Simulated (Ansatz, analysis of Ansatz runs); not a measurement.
# A hop of C in MgAl2C2 (P-3m1), charge 0, part 2 of 3

Aim: the barrier of one jump in MgAl2C2 (P-3m1) at charge 0: V_C hop (3.3 Å). The model is a cell of 90 host atoms with 1 C taken out; C is the atom that moves.

Ansatz 0.2.0; plane-wave PAW DFT, PBEsol; nudged elastic band between two relaxed defect structures.

So far: Starting point; Relaxation of the start point, charge 0.

**3. Relaxation of the end point, charge 0**

Level of this step: plane-wave PAW DFT, PBEsol; relaxation of all atoms of a defect supercell (Ansatz).

The end point is relaxed in the same cell and settings, so that the two energies compare. Atoms more than 3.2 Å from the middle of the hop start where the first relaxation left them, the nearer ones on or close to their ideal places, with small random displacements.

The input, q0.end/input.yaml:

```yaml
crystal:
  lattice:
    - [10.12681007, 0.0, 0.0]
    - [-5.06340503, 8.77007478, 0.0]
    - [0.0, 0.0, 11.54914866]
  atoms:
    - { symbol: Mg, position: [0.00294847, 0.004679, -0.00016245] }
    - { symbol: Al, position: [0.22222222, 0.11111111, 0.17500094] }
[... 2 atom lines left out ...]
    - { symbol: C, position: [0.22222222, 0.11111111, 0.36534039] }
[... 26 atom lines left out ...]
    - { symbol: Al, position: [0.55555556, 0.11111111, 0.17500094] }
    - { symbol: Al, position: [0.44444444, 0.22222222, 0.32499906] }
    - { symbol: C, position: [0.555556, 0.444444, 0.36496] }
    - { symbol: C, position: [0.55555556, 0.11111111, 0.36534039] }
[... 5 atom lines left out ...]
    - { symbol: Mg, position: [0.33376261, 0.33416429, 0.00275551] }
    - { symbol: Al, position: [0.55555556, 0.44444444, 0.17500094] }
    - { symbol: Al, position: [0.44444444, 0.55555556, 0.32499906] }
    - { symbol: C, position: [0.44444444, 0.55555556, 0.13465961] }
[... 27 atom lines left out ...]
    - { symbol: Al, position: [0.77777778, 0.55555556, 0.32499906] }
    - { symbol: C, position: [0.77777778, 0.55555556, 0.13465961] }
[... 15 atom lines left out ...]
    - { symbol: C, position: [0.88851757, 0.77899882, 0.86298828] }
basis:
  ecutwfc: 420
  xc_grid: 2
hamiltonian:
  xc: pbesol
kpoints:
  mp_grid: { grid: [1, 1, 1], shift: [0.25, 0.25, 0.25] }
scf:
  occupations: { method: fixed }
  max_iter: 120
output:
  forces: true
relax:
  f_tol: 0.02
  max_steps: 70
  random_displacement: { amplitude: 0.01, seed: 9739 }
```

Run with:

```bash
> ansatz run input.yaml --threads 32 --pin off --max-ram 84787MiB --backend cuda --events-out ev --progress --plain --runs-dir out --max-vram 78GiB
```

Numbers of over 12 decimals in the logs are rounded to 6 here.

Output:

```text
[...]
Crystal: 89 atoms, lattice volume = 1025.713 Å³
Basis set: ecut = 420 eV, 20007 PW (Γ), exchange–correlation on 144×144×160 points (8 copies of the dense FFT grid, shifted against one another)
Bands: 303, of which v1, the nominal top of the filled ones, is band 214 counted from 1 (213 counted from 0)
Symmetry: 1 space group operations
k-points: 1
[...]
SCF iter   1: F=—  HF=-61940.146658 eV  |F-HF|=—  |Δ(HF+E_count)|=         —  Δρ=1.09e-2  dr2=2.85e0  ethr=1.77e-3  ⟨swp⟩=4.0  Hψ=904  notcnv=0  defer=87
[...]
SCF iter   2: F=—  HF=-61939.549791 eV  |F-HF|=—  |Δ(HF+E_count)|=   5.97e-1  Δρ=3.82e-3  dr2=2.70e-1  ethr=6.66e-4  ⟨swp⟩=3.0  Hψ=434  notcnv=0  defer=87
[...]
SCF iter   4: F=—  HF=-61939.507338 eV  |F-HF|=—  |Δ(HF+E_count)|=   1.66e-2  Δρ=1.95e-3  dr2=9.11e-2  ethr=5.52e-5  ⟨swp⟩=2.0  Hψ=230  notcnv=0  defer=62
[...]
SCF 1 converged in 10 iterations: F = -61939.498178 eV  dr2 = 2.59e-6
[...]
- { symbol: Mg, position: [0.330868, 0.665155, -0.001183] }
    - { symbol: Al, position: [0.555747, 0.778484, 0.173944] }
[...]
- { symbol: C, position: [0.445585, 0.896300, 0.133901] }
[...]
- { symbol: Mg, position: [0.336678, 0.667612, 0.496604] }
[...]
- { symbol: Mg, position: [0.665076, 0.005484, 0.004238] }
[...]
- { symbol: Mg, position: [0.668798, 0.002293, 0.499598] }
[...]
- { symbol: Mg, position: [0.679725, 0.341522, -0.004878] }
[...]
- { symbol: Mg, position: [0.666246, 0.332921, 0.497462] }
[...]
- { symbol: Mg, position: [0.667585, 0.665247, 0.001950] }
    - { symbol: Al, position: [0.890532, 0.780509, 0.175500] }
    - { symbol: Al, position: [0.777107, 0.889072, 0.324469] }
    - { symbol: C, position: [0.778315, 0.889451, 0.134085] }
    - { symbol: C, position: [0.885419, 0.776031, 0.366795] }
    - { symbol: Mg, position: [0.669366, 0.668913, 0.499404] }
    - { symbol: Al, position: [0.888527, 0.778576, 0.675172] }
    - { symbol: Al, position: [0.777545, 0.889894, 0.827949] }
    - { symbol: C, position: [0.778597, 0.889502, 0.633368] }
    - { symbol: C, position: [0.888644, 0.778942, 0.865893] }
```

Wall time 4.1 s (1 × NVIDIA GB200 with 32 threads of Arm Neoverse V2, shared host); peak memory 1.4 GiB; 21 s of CPU time.

Relaxation path:

| step | energy less that of the first step (eV) | largest force component (eV/Å) |
| --- | --- | --- |
| 1 | 0.0000 | 1.4058 |
| 2 | -0.5934 | 0.5511 |
| 3 | -0.8197 | 0.7526 |
| 4 | -0.9134 | 0.1360 |
| 5 | -0.9310 | 0.0905 |
| 6 | -0.9377 | 0.0595 |
| 7 | -0.9396 | 0.0249 |
| 8 | -0.9408 | 0.0169 |

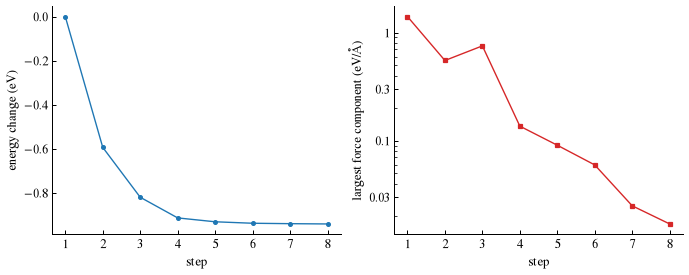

Energy and largest force along the relaxation.

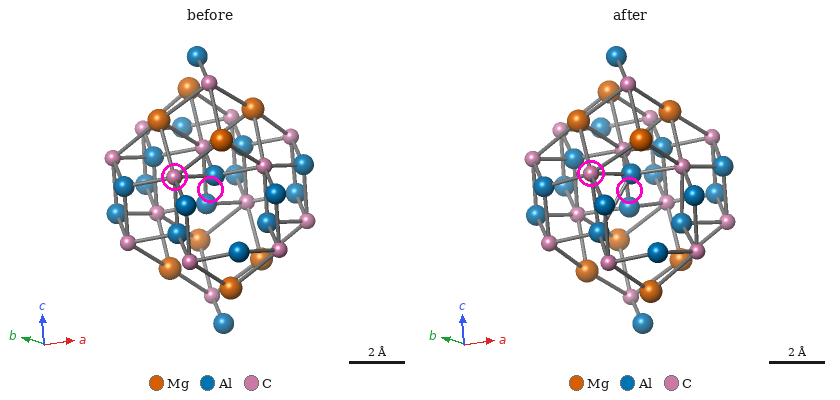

Before and after: the atoms that start within 5 Å of the centre. C5, which moves most, is ringed if it is among them. A ring with no atom in it marks the empty centre.

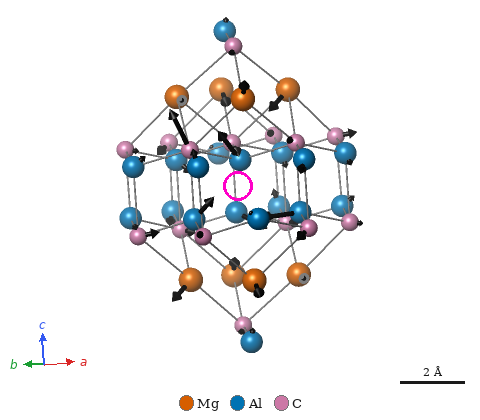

Displacements in the relaxation from the typed sites near the centre, exaggerated; the longest in the cell stands for 0.22 Å. A ring marks the centre wherever it is empty.

The atoms that moved most (Å, from the sites as typed, ahead of the random displacement):

| atom | dx | dy | dz | length |
| --- | --- | --- | --- | --- |
| C5 | -0.088 | -0.055 | 0.197 | 0.223 |
| Al32 | -0.160 | 0.149 | -0.022 | 0.220 |
| Al33 | -0.099 | -0.091 | 0.135 | 0.191 |
| Al42 | 0.116 | -0.118 | -0.073 | 0.181 |
| Mg31 | 0.005 | -0.124 | -0.061 | 0.138 |
| Mg85 | 0.006 | -0.123 | -0.062 | 0.138 |
| Mg75 | -0.071 | 0.064 | -0.081 | 0.126 |
| Mg41 | -0.070 | 0.066 | -0.081 | 0.126 |

Neighbours of C34 at the end:

| atom | distance (Å) |
| --- | --- |
| Al43 | 1.993 |
| Al33 | 2.003 |
| Al72 | 2.019 |
| Al42 | 2.222 |
| Mg75 | 2.474 |
| Mg45 | 2.573 |
| Mg85 | 2.584 |
| C44 | 3.257 |
| C35 | 3.277 |
| C73 | 3.317 |

This step gave:

```
free energy                                                                                       : -61940.4390 eV
r.m.s. move of the farther half of the atoms                                                      : 0.02652 Å
largest move from the ideal geometry of this structure, a common shift of the far atoms taken out : 0.2190 Å
```

The relaxation gained 0.941 eV and ended with a largest force component of 0.017 eV/Å. The end lies within 1 meV of the start.

**4. Nudged elastic band, charge 0**

5 movable images are laid between the ends on a pair-potential path, which keeps atoms from colliding in the first guess. Each image feels the true force across the path and a spring force along it. The highest image is set to climb to the top of the path.

This step: plane-wave PAW DFT, PBEsol; nudged elastic band between two relaxed defect structures.

The input, q0.neb/input.yaml:

```yaml
crystal:
  lattice:
    - [10.12681007, 0.0, 0.0]
    - [-5.06340503, 8.77007478, 0.0]
    - [0.0, 0.0, 11.54914866]
  atoms:
    - { symbol: Mg, position: [0.00282727, 0.00421273, -0.00022175] }
    - { symbol: Al, position: [0.2218219, 0.11176119, 0.17820579] }
    - { symbol: Al, position: [0.10726632, 0.22000911, 0.32551237] }
    - { symbol: C, position: [0.10981017, 0.22141059, 0.1350598] }
    - { symbol: C, position: [0.21409858, 0.10493096, 0.36601325] }
    - { symbol: Mg, position: [0.0012945, -0.00206183, 0.49827186] }
    - { symbol: Al, position: [0.22204914, 0.10886297, 0.67646339] }
    - { symbol: Al, position: [0.11257606, 0.22294909, 0.82535187] }
    - { symbol: C, position: [0.11272027, 0.22198468, 0.6350622] }
    - { symbol: C, position: [0.22185458, 0.11084347, 0.86713778] }
    - { symbol: Mg, position: [0.00275972, 0.33375528, 0.00087636] }
    - { symbol: Al, position: [0.22344221, 0.4441491, 0.17841718] }
    - { symbol: Al, position: [0.10913196, 0.55553397, 0.32499453] }
    - { symbol: C, position: [0.11338041, 0.55511448, 0.13516623] }
    - { symbol: C, position: [0.22020528, 0.44374164, 0.36618418] }
    - { symbol: Mg, position: [0.00012044, 0.33323043, 0.50015325] }
    - { symbol: Al, position: [0.22235515, 0.44563329, 0.67586262] }
    - { symbol: Al, position: [0.1109132, 0.55540523, 0.82441104] }
    - { symbol: C, position: [0.11064381, 0.55413942, 0.63358531] }
    - { symbol: C, position: [0.22221149, 0.44513965, 0.86598298] }
    - { symbol: Mg, position: [0.00199244, 0.66719625, -0.00171625] }
    - { symbol: Al, position: [0.22284991, 0.77758092, 0.17579245] }
    - { symbol: Al, position: [0.10931877, 0.88609146, 0.32469063] }
    - { symbol: C, position: [0.11433678, 0.89046027, 0.13345172] }
    - { symbol: C, position: [0.22159834, 0.77725372, 0.36610033] }
    - { symbol: Mg, position: [-0.00509503, 0.6642614, 0.49783332] }
    - { symbol: Al, position: [0.22240732, 0.77681796, 0.67222886] }
    - { symbol: Al, position: [0.11141173, 0.88812087, 0.8249444] }
    - { symbol: C, position: [0.11127404, 0.88776534, 0.63427422] }
    - { symbol: C, position: [0.22137155, 0.7771757, 0.86675635] }
    - { symbol: Mg, position: [0.3305878, -0.00226283, 0.00068744] }
    - { symbol: Al, position: [0.55279594, 0.11452807, 0.17895075] }
    - { symbol: Al, position: [0.43966082, 0.23595788, 0.33140591] }
    - { symbol: C, position: [0.44609755, 0.22884854, 0.13911929] }
    - { symbol: C, position: [0.55343245, 0.1165622, 0.36658069] }
    - { symbol: Mg, position: [0.33244441, 0.00154989, 0.49806954] }
    - { symbol: Al, position: [0.5537364, 0.10845123, 0.67656391] }
    - { symbol: Al, position: [0.44474404, 0.22229671, 0.82582101] }
    - { symbol: C, position: [0.44377001, 0.21923785, 0.63660659] }
    - { symbol: C, position: [0.55541359, 0.11079456, 0.86764309] }
    - { symbol: Mg, position: [0.33364141, 0.33369803, 0.00269621] }
    - { symbol: Al, position: [0.57026515, 0.45459089, 0.16358712] }
    - { symbol: Al, position: [0.4513108, 0.53862866, 0.32708441] }
    - { symbol: C, position: [0.44437327, 0.5517426, 0.13414089] }
    - { symbol: Mg, position: [0.32026518, 0.32522326, 0.50494233] }
    - { symbol: Al, position: [0.55423139, 0.44324909, 0.67185672] }
    - { symbol: Al, position: [0.44484936, 0.55467343, 0.82574413] }
    - { symbol: C, position: [0.4443951, 0.55553565, 0.63445461] }
    - { symbol: C, position: [0.55512061, 0.44425333, 0.86551391] }
    - { symbol: Mg, position: [0.33118392, 0.66448125, 0.00058146] }
    - { symbol: Al, position: [0.55362817, 0.7725008, 0.17793759] }
    - { symbol: Al, position: [0.44424741, 0.88821983, 0.32624016] }
    - { symbol: C, position: [0.44641081, 0.8895746, 0.1376811] }
    - { symbol: C, position: [0.55429208, 0.77041182, 0.36630296] }
    - { symbol: Mg, position: [0.33491772, 0.66126211, 0.49599946] }
    - { symbol: Al, position: [0.55389083, 0.7773721, 0.67616999] }
    - { symbol: Al, position: [0.44341274, 0.8877797, 0.82625628] }
    - { symbol: C, position: [0.44486266, 0.88792163, 0.63505699] }
    - { symbol: C, position: [0.55538499, 0.77777177, 0.86685011] }
    - { symbol: Mg, position: [0.66317476, -0.0010221, 0.00356709] }
    - { symbol: Al, position: [0.88677343, 0.11127064, 0.17476421] }
    - { symbol: Al, position: [0.77635979, 0.22411938, 0.32395508] }
    - { symbol: C, position: [0.77627589, 0.22282246, 0.13452413] }
    - { symbol: C, position: [0.88453846, 0.11088261, 0.36575662] }
    - { symbol: Mg, position: [0.6689764, 0.00138249, 0.50137514] }
    - { symbol: Al, position: [0.89034952, 0.11131971, 0.67480218] }
    - { symbol: Al, position: [0.77821804, 0.22077808, 0.82498137] }
    - { symbol: C, position: [0.77731944, 0.22063923, 0.63423702] }
    - { symbol: C, position: [0.89007392, 0.11203979, 0.86539091] }
    - { symbol: Mg, position: [0.67181116, 0.33239853, -0.00267428] }
    - { symbol: Al, position: [0.88999663, 0.44709147, 0.17263071] }
    - { symbol: Al, position: [0.77213221, 0.56005336, 0.31814995] }
    - { symbol: C, position: [0.78937331, 0.56172293, 0.11784873] }
    - { symbol: C, position: [0.8828189, 0.44607341, 0.36416297] }
    - { symbol: Mg, position: [0.6694831, 0.32514571, 0.50443589] }
    - { symbol: Al, position: [0.88891079, 0.44414911, 0.67545646] }
    - { symbol: Al, position: [0.77633996, 0.55459037, 0.82577569] }
    - { symbol: C, position: [0.77697704, 0.55471851, 0.6309516] }
    - { symbol: C, position: [0.88821752, 0.44380151, 0.86306132] }
    - { symbol: Mg, position: [0.67165427, 0.67330041, -0.00399928] }
    - { symbol: Al, position: [0.89162334, 0.78001853, 0.17094982] }
    - { symbol: Al, position: [0.77764647, 0.88783149, 0.32340766] }
    - { symbol: C, position: [0.77711991, 0.88831252, 0.13384506] }
    - { symbol: C, position: [0.88887312, 0.77963885, 0.36567993] }
    - { symbol: Mg, position: [0.67567345, 0.68250053, 0.50467771] }
    - { symbol: Al, position: [0.88985003, 0.77803564, 0.67638421] }
    - { symbol: Al, position: [0.77811537, 0.89057556, 0.82483097] }
    - { symbol: C, position: [0.77767918, 0.88841603, 0.63448883] }
    - { symbol: C, position: [0.88839637, 0.77853256, 0.86292899] }
basis:
  ecutwfc: 420
  xc_grid: 2
hamiltonian:
  xc: pbesol
kpoints:
  mp_grid: { grid: [1, 1, 1], shift: [0.25, 0.25, 0.25] }
scf:
  occupations: { method: fixed }
  max_iter: 120
output:
  forces: true
neb:
  images: 5
  f_tol: 0.04
  climbing: true
  initial_path: idpp
  max_iterations: 45
  order_check: false
  final_atoms:
    - { symbol: Mg, position: [0.00490308, 0.00146464, 0.0022909] }
    - { symbol: Al, position: [0.22735514, 0.10532296, 0.18222441] }
[... 2 atom lines left out ...]
    - { symbol: C, position: [0.21021465, 0.10389995, 0.38231836] }
[... 26 atom lines left out ...]
    - { symbol: Al, position: [0.54804745, 0.12711489, 0.17302524] }
    - { symbol: Al, position: [0.42928345, 0.21088703, 0.33658014] }
    - { symbol: C, position: [0.55353784, 0.43665188, 0.36072079] }
    - { symbol: C, position: [0.55531955, 0.11400369, 0.36615139] }
[... 5 atom lines left out ...]
    - { symbol: Mg, position: [0.3304198, 0.34070714, -0.00435492] }
    - { symbol: Al, position: [0.56009593, 0.43001392, 0.16861253] }
    - { symbol: Al, position: [0.44691076, 0.55121221, 0.32110162] }
    - { symbol: C, position: [0.44627321, 0.54930502, 0.13349444] }
[... 27 atom lines left out ...]
    - { symbol: Al, position: [0.77784331, 0.55385009, 0.32178621] }
    - { symbol: C, position: [0.78556547, 0.56078302, 0.13406718] }
[... 15 atom lines left out ...]
    - { symbol: C, position: [0.8884843, 0.77801806, 0.86579275] }
```

Output:

```text
[...]
Warning: neb: disabling space-group detection — the band's intermediate images generally break the endpoint symmetry, so the full k-mesh is solved, and no spatial operation symmetrises the density, except that a semilocal band can use its path's symmetry [...]
[...]
parallel-image band execution: 3 concurrent image workers
NEB image 0
[...]
Crystal: 89 atoms, lattice volume = 1025.713 Å³
Basis set: ecut = 420 eV, 20007 PW (Γ), exchange–correlation on 144×144×160 points (8 copies of the dense FFT grid, shifted against one another)
Bands: 303, of which v1, the nominal top of the filled ones, is band 214 counted from 1 (213 counted from 0)
Symmetry: 1 space group operations
k-points: 1
[...]
SCF iter   1: F=—  HF=-61941.119842 eV  |F-HF|=—  |Δ(HF+E_count)|=         —  Δρ=1.07e-2  dr2=2.66e0  ethr=1.77e-3  ⟨swp⟩=4.0  Hψ=904  notcnv=0  defer=86
[...]
SCF iter   2: F=—  HF=-61940.510106 eV  |F-HF|=—  |Δ(HF+E_count)|=   6.10e-1  Δρ=3.66e-3  dr2=2.47e-1  ethr=6.21e-4  ⟨swp⟩=2.0  Hψ=336  notcnv=0  defer=87
[...]
SCF iter   9: F=-61940.439081 eV  HF=-61940.439081 eV  |F-HF|=1.36e-8  |Δ(HF+E_count)|=   2.33e-9  Δρ=1.10e-6  dr2=1.94e-8  ethr=2.34e-11  ⟨swp⟩=4.0  Hψ=736  notcnv=0
SCF 1 converged in 9 iterations: F = -61940.439081 eV  dr2 = 1.94e-8
[...]
NSCF: frozen V_eff on 1 k-points
NEB image 6
[...]
SCF 2 converged in 9 iterations: F = -61940.439028 eV  dr2 = 1.87e-8
[...]
NEB end point (image 0): max|allowed force component| = 1.818e-2 eV/Å (the criterion of neb.relax_end_points is 1.000e-2)
NEB end point (image 6): max|allowed force component| = 1.698e-2 eV/Å (the criterion of neb.relax_end_points is 1.000e-2)
NEB image 1
[...]
SCF 3 converged in 9 iterations: F = -61939.169875 eV  dr2 = 8.61e-9
[...]
SCF 6 converged in 9 iterations: F = -61936.572481 eV  dr2 = 5.05e-8
[...]
SCF 9 converged in 8 iterations: F = -61937.507755 eV  dr2 = 5.03e-8
[...]
SCF 12 converged in 8 iterations: F = -61939.699506 eV  dr2 = 2.30e-8
[...]
SCF 15 converged in 8 iterations: F = -61936.275332 eV  dr2 = 5.35e-8
[...]
SCF 18 converged in 7 iterations: F = -61939.868094 eV  dr2 = 2.03e-8
[...]
SCF 21 converged in 7 iterations: F = -61938.052244 eV  dr2 = 2.16e-8
[...]
SCF 24 converged in 7 iterations: F = -61938.100917 eV  dr2 = 3.25e-8
[...]
SCF 27 converged in 7 iterations: F = -61939.825105 eV  dr2 = 9.34e-9
[...]
SCF 30 converged in 7 iterations: F = -61936.434081 eV  dr2 = 2.49e-8
[...]
SCF 33 converged in 6 iterations: F = -61939.895015 eV  dr2 = 2.67e-8
[...]
SCF 36 converged in 6 iterations: F = -61937.885080 eV  dr2 = 9.13e-8
[...]
SCF 39 converged in 6 iterations: F = -61938.146480 eV  dr2 = 2.68e-8
[...]
SCF 42 converged in 5 iterations: F = -61939.782862 eV  dr2 = 7.85e-8
[...]
SCF 45 converged in 6 iterations: F = -61936.443966 eV  dr2 = 2.23e-8
[...]
SCF 48 converged in 6 iterations: F = -61936.444762 eV  dr2 = 1.31e-8
[...]
SCF 51 converged in 6 iterations: F = -61936.445227 eV  dr2 = 8.27e-9
[...]
SCF converged after 6 iterations
[...]
- { symbol: Al, position: [0.438623, 0.217147, 0.369891] }
    - { symbol: C, position: [0.509842, 0.341471, 0.237153] }
    - { symbol: C, position: [0.553120, 0.102147, 0.378745] }
    - { symbol: Mg, position: [0.320972, -0.025955, 0.504449] }
    - { symbol: Al, position: [0.552093, 0.108047, 0.675384] }
    - { symbol: Al, position: [0.444685, 0.222146, 0.830153] }
    - { symbol: C, position: [0.443907, 0.219400, 0.641287] }
    - { symbol: C, position: [0.556258, 0.111115, 0.869198] }
    - { symbol: Mg, position: [0.312379, 0.331944, -0.006362] }
    - { symbol: Al, position: [0.574334, 0.477721, 0.116813] }
    - { symbol: Al, position: [0.460023, 0.526703, 0.310076] }
    - { symbol: C, position: [0.441544, 0.565984, 0.116060] }
    - { symbol: Mg, position: [0.317688, 0.335140, 0.509944] }
    - { symbol: Al, position: [0.554227, 0.441810, 0.670581] }
    - { symbol: Al, position: [0.447738, 0.556653, 0.829153] }
    - { symbol: C, position: [0.443899, 0.554019, 0.637541] }
    - { symbol: C, position: [0.554605, 0.443431, 0.876886] }
    - { symbol: Mg, position: [0.333272, 0.668895, 0.001656] }
    - { symbol: Al, position: [0.552800, 0.776927, 0.175832] }
    - { symbol: Al, position: [0.444693, 0.884894, 0.325427] }
    - { symbol: C, position: [0.446009, 0.896406, 0.139872] }
    - { symbol: C, position: [0.552264, 0.763708, 0.361331] }
    - { symbol: Mg, position: [0.339981, 0.655666, 0.490915] }
    - { symbol: Al, position: [0.554583, 0.776837, 0.676208] }
    - { symbol: Al, position: [0.444523, 0.888477, 0.825116] }
    - { symbol: C, position: [0.442202, 0.885546, 0.636655] }
    - { symbol: C, position: [0.559331, 0.781923, 0.863087] }
    - { symbol: Mg, position: [0.658858, 0.008436, 0.008843] }
    - { symbol: Al, position: [0.888653, 0.112258, 0.175780] }
    - { symbol: Al, position: [0.772715, 0.218448, 0.325001] }
    - { symbol: C, position: [0.770075, 0.222358, 0.137141] }
    - { symbol: C, position: [0.886911, 0.109700, 0.364456] }
    - { symbol: Mg, position: [0.664822, -0.002617, 0.499959] }
    - { symbol: Al, position: [0.890221, 0.113221, 0.671496] }
    - { symbol: Al, position: [0.777820, 0.219582, 0.822187] }
    - { symbol: C, position: [0.777221, 0.222247, 0.635469] }
    - { symbol: C, position: [0.891193, 0.115899, 0.864808] }
    - { symbol: Mg, position: [0.687985, 0.333158, -0.006504] }
    - { symbol: Al, position: [0.890100, 0.447201, 0.174106] }
    - { symbol: Al, position: [0.744006, 0.533435, 0.308020] }
    - { symbol: C, position: [0.795724, 0.567070, 0.115021] }
    - { symbol: C, position: [0.880165, 0.442234, 0.363402] }
    - { symbol: Mg, position: [0.681336, 0.332041, 0.509615] }
    - { symbol: Al, position: [0.890478, 0.446137, 0.679623] }
    - { symbol: Al, position: [0.775568, 0.557102, 0.829625] }
    - { symbol: C, position: [0.777321, 0.554169, 0.636938] }
    - { symbol: C, position: [0.887779, 0.443454, 0.864830] }
    - { symbol: Mg, position: [0.687673, 0.711240, -0.010847] }
    - { symbol: Al, position: [0.890818, 0.777973, 0.174438] }
    - { symbol: Al, position: [0.775914, 0.885177, 0.322879] }
    - { symbol: C, position: [0.778857, 0.890910, 0.133891] }
    - { symbol: C, position: [0.878715, 0.765761, 0.361300] }
    - { symbol: Mg, position: [0.670493, 0.673571, 0.499645] }
    - { symbol: Al, position: [0.888872, 0.777076, 0.676077] }
    - { symbol: Al, position: [0.782582, 0.899111, 0.820639] }
    - { symbol: C, position: [0.778607, 0.889697, 0.632115] }
    - { symbol: C, position: [0.888499, 0.782516, 0.862997] }
```

Wall time 16 s (1 × NVIDIA GB200 with 32 threads); peak memory 1.9 GiB.

[end of part 2 of 3]

[Logs are printed without paths, hosts, clocks, repeated set-up lines and the standing remarks that a program may print on its own settings, such as how far it seeks lower states.]

[Hosts, paths, dates, database ids (printed as entryN), source tags and the programs' standing remarks are cut or masked in the printed files.]
